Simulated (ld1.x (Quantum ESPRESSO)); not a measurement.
Run report: Cs, pseudopotential generation (part 2 of 2)

Continued. System: caesium (Cs, Z = 55), core [Kr] 4d10 5s2, reference valence 5p6 5d0 6s1 6p0, valence charge 7. Method: TM potential, LDA (PZ), scalar-relativistic, made with ld1.x (Quantum ESPRESSO) 7.5.

### Output of the test run (extracts), continued
```
     ---------------------- Testing the pseudopotential ----------------------

     Cs
     scalar relativistic calculation

     atomic number is 55.00   valence charge is  7.00
     dft =PZ   lsd =1 sic =0 latt =0  beta=0.20 tr2=1.0E-14
     mesh =1251 r(mesh) = 101.25750 xmin = -7.00 dx = 0.01250

     n l     nl             e AE (Ry)        e PS (Ry)    De AE-PS (Ry)
     2 1     5P   1( 3.00)       -0.99920       -0.99888       -0.00032
     3 2     5D   1( 0.00)       -0.04350       -0.04346       -0.00004
     1 0     6S   1( 1.00)       -0.17527       -0.17514       -0.00014
     3 1     6P   1( 0.00)       -0.06487       -0.06508        0.00021
     2 1     5P   2( 3.00)       -0.99443       -0.99369       -0.00074
     3 2     5D   2( 0.00)       -0.01568       -0.01547       -0.00020
     1 0     6S   2( 0.00)       -0.13810       -0.13798       -0.00012
     3 1     6P   2( 0.00)       -0.03688       -0.03710        0.00022

     eps = 8.7E-15  iter =  7

     Etot =  -15561.676265 Ry,   -7780.838132 Ha, -211727.391740 eV
     Etotps =   -25.011105 Ry,     -12.505553 Ha,    -340.293425 eV
     dEtot_ae =      -0.007929 Ry
     dEtot_ps =      -0.007929 Ry,   Delta E=      -0.000001 Ry

     Ekin =       7.916380 Ry,       3.958190 Ha,     107.707840 eV
     Encl =     -43.222796 Ry,     -21.611398 Ha,    -588.076104 eV
     Ehrt =      18.183452 Ry,       9.091726 Ha,     247.398467 eV
     Ecxc =      -6.619124 Ry,      -3.309562 Ha,     -90.057769 eV
     (Ecc =      -1.508885 Ry,      -0.754442 Ha,     -20.529421 eV)
     Epseu=      -1.269017 Ry,      -0.634509 Ha,     -17.265859 eV

     ---------------------- End of pseudopotential test ----------------------

     ---------------------- Testing the pseudopotential ----------------------

     Cs
     scalar relativistic calculation

     atomic number is 55.00   valence charge is  7.00
     dft =PZ   lsd =1 sic =0 latt =0  beta=0.20 tr2=1.0E-14
     mesh =1251 r(mesh) = 101.25750 xmin = -7.00 dx = 0.01250

     n l     nl             e AE (Ry)        e PS (Ry)    De AE-PS (Ry)
     2 1     5P   1( 3.00)       -1.18176       -1.18198        0.00022
     3 2     5D   1( 0.00)       -0.18211       -0.18255        0.00044
     1 0     6S   1( 0.50)       -0.30352       -0.30378        0.00026
     3 1     6P   1( 0.00)       -0.16899       -0.16981        0.00082
     2 1     5P   2( 3.00)       -1.17874       -1.17882        0.00008
     3 2     5D   2( 0.00)       -0.16441       -0.16456        0.00016
     1 0     6S   2( 0.00)       -0.27958       -0.27964        0.00006
     3 1     6P   2( 0.00)       -0.14838       -0.14915        0.00077

     eps = 9.3E-15  iter =  8

     Etot =  -15561.556747 Ry,   -7780.778373 Ha, -211725.765613 eV
     Etotps =   -24.891533 Ry,     -12.445766 Ha,    -338.666559 eV
     dEtot_ae =       0.111589 Ry
     dEtot_ps =       0.111644 Ry,   Delta E=      -0.000055 Ry

     Ekin =       7.921735 Ry,       3.960867 Ha,     107.780692 eV
     Encl =     -41.920837 Ry,     -20.960419 Ha,    -570.362048 eV
     Ehrt =      16.948559 Ry,       8.474279 Ha,     230.596892 eV
     Ecxc =      -6.507095 Ry,      -3.253547 Ha,     -88.533535 eV
     (Ecc =      -1.508885 Ry,      -0.754442 Ha,     -20.529421 eV)
     Epseu=      -1.333894 Ry,      -0.666947 Ha,     -18.148559 eV

     ---------------------- End of pseudopotential test ----------------------
```

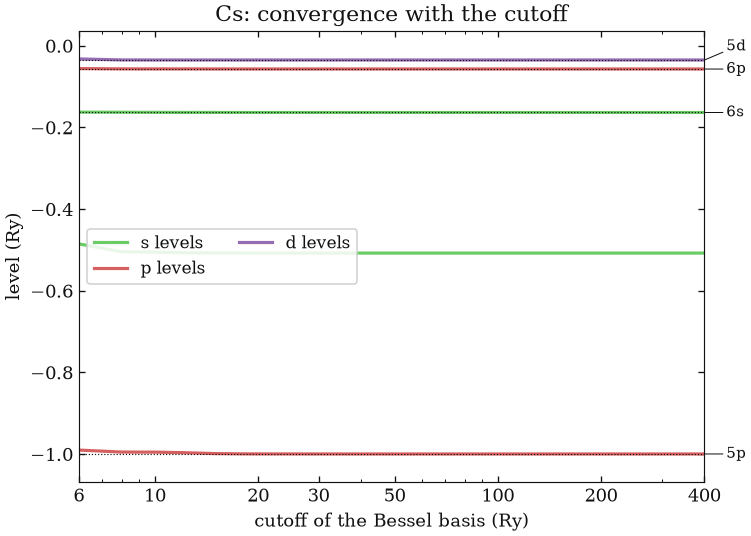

*The pseudo-atom Hamiltonian at the reference potential is diagonalised in spherical Bessel functions (20 bohr box) up to the cutoff. Curves: the lowest levels of each channel that holds a bound state. Dotted lines: the all-electron valence levels.*

- Ghost states: ghost state below the valence levels: s at -6.9 eV. A ghost is a state of the pseudo-atom that lies below a valence level of its channel, or is bound in a channel without one, and matches no all-electron valence level; bound levels above the valence ones can be real empty states. In Ry: s -0.51.
- All-electron valence levels: 6s: -0.16 Ry; 5p: -1.00 Ry; 6p: -0.06 Ry; 5d: -0.04 Ry.
- Onset of the ghost: the lowest s curve lies clearly below the lowest valence level of its channel already at the lowest cutoff, 6 Ry, and ends at -0.51 Ry.

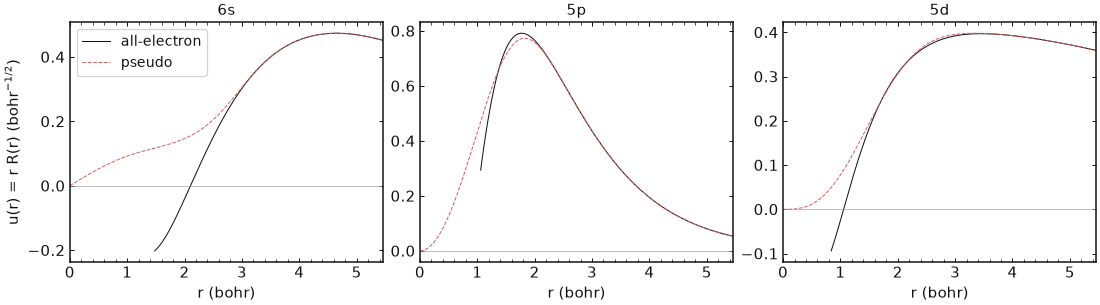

*All-electron valence functions (solid) with their pseudo partners (dashed). The innermost oscillations of some all-electron curves aren't drawn. Reference configuration 5p6 5d0 6s1 6p0.*

- Matching radii: 6s at 3.45 bohr; 5p at 2.65 bohr; 5d at 4.20 bohr. The curves merge smoothly, so the plot gives these only roughly.
- Nodes of the pseudo-waves: 6s has no node; 5p has no node; 5d has no node. The potential isn't sound: its ghost test gives ghost state below the valence levels: s at -6.9 eV.

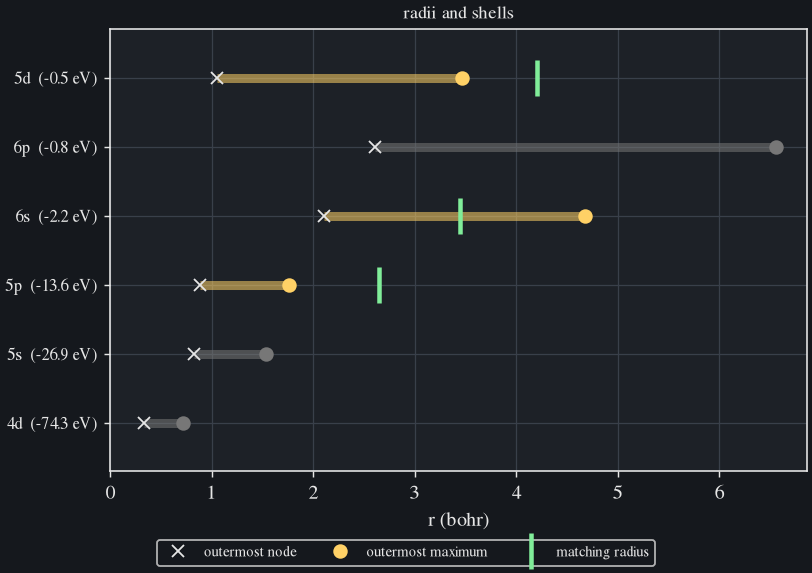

*Outer shells of the all-electron reference atom: each bar runs from the outermost node (or the nucleus) to the outermost maximum of u(r); the tick is the radius chosen for the pseudo-wave. Shells without a tick have no pseudo-wave of their own. Levels, nodes and maxima are from ld1.x, scalar-relativistic.*

- Radii against the shells: 5p: 2.65 bohr, outside the maximum; 6s: 3.45 bohr, between node and maximum; 5d: 4.20 bohr, outside the maximum.

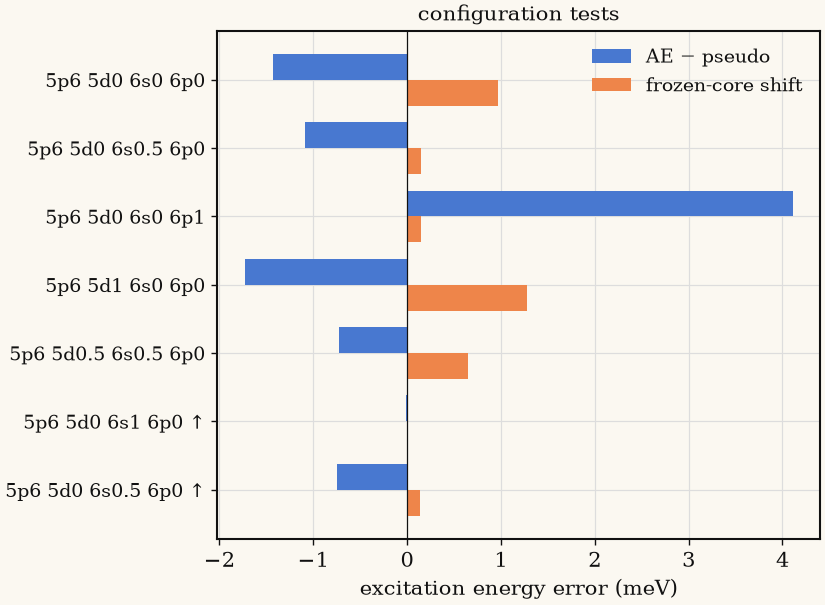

*Errors, all-electron minus pseudo, of the energies of valence configurations relative to the unpolarised reference 5p6 5d0 6s1 6p0. An arrow marks spin-polarised runs filled by Hund’s rule. The frozen-core shift is the all-electron excitation energy with the core held at its reference shape less the relaxed one. Not all tests gave a result: 1 of 8 tests not solved.*

- Worst configuration: 5p6 5d0 6s0 6p1 (neutral): the error is +4.1 meV on an all-electron energy of +1.48 eV relative to the reference, or 0.28 %.
- Errors in meV: 5p6 5d0 6s0 6p0: -1.4; 5p6 5d0 6s0.5 6p0: -1.1; 5p6 5d0 6s0 6p1: +4.1; 5p6 5d1 6s0 6p0: -1.7; 5p6 5d0.5 6s0.5 6p0: -0.7; 5p6 5d0 6s1 6p0 ↑: 0.0; 5p6 5d0 6s0.5 6p0 ↑: -0.7.

Outcome of the run: generated, with a ghost state.
